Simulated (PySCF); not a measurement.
System: C4H12N2Si (charge +1, doublet).

```xyz
19

C    -1.4847    1.8453    0.9791
C    -1.7852    0.5572    0.9198
C    -0.8502   -0.5496    0.4670
C    -1.3444   -1.2131   -0.8083
N     0.5043   -0.1592    0.4177
Si    1.6937   -0.3417   -0.8561
N     3.1117    0.3638   -0.2272
H    -2.2437    2.5683    1.2276
H    -0.5087    2.2415    0.7528
H    -2.7754    0.2059    1.1703
H    -0.9502   -1.2967    1.2839
H    -0.7663   -2.1057   -1.0348
H    -2.3877   -1.4965   -0.7003
H    -1.2578   -0.5231   -1.6451
H     0.7814    0.3588    1.2419
H     1.7480   -1.7831   -1.1278
H     1.2086    0.4541   -1.9864
H     3.3977    0.3133    0.7382
H     3.8993    0.5698   -0.8195
```

Geometry: GFN2-xTB.

Theory: PySCF 2.14.0, density-fitted response routines, UKS B3LYP, pcH-1 on C H N Si, non-relativistic, mean-field spin-orbit, GIAO.

Question: Predict the electron density, electron localisation function and spin density between the atoms.

Answer: C–C (1.32 Å): ρ at the midpoint is about 2.3 e/Å³; the ELF peaks at about 0.95 between the atoms: a multiple bond.
C–N (1.41 Å): ρ at the midpoint is about 2.1 e/Å³; the ELF peaks at about 0.95 between the atoms (localised, covalent bonding).
C–C (1.52 Å): the density is about 1.7 e/Å³ at the midpoint; the ELF peaks at about 0.95 between the atoms; localised, covalent bonding.
The unpaired spin (1 electron) lies mostly on N5 (about 0.5), H11 (about 0.1), C1 (about 0.1) and C3 (about 0.1), in electrons by Hirshfeld's partition.

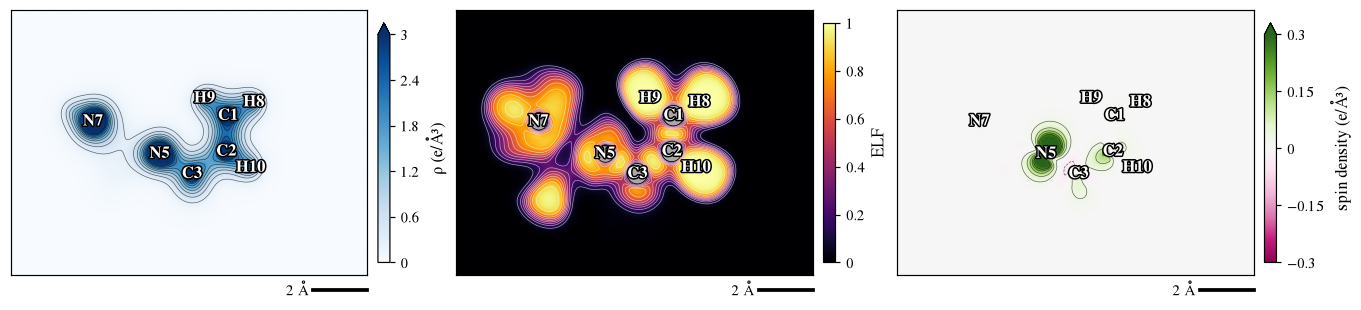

Computed electron density, electron localisation function and spin density on the plane of atoms C2, C1 and H8, in this order. Grey discs cover the atomic cores in the ELF map. 
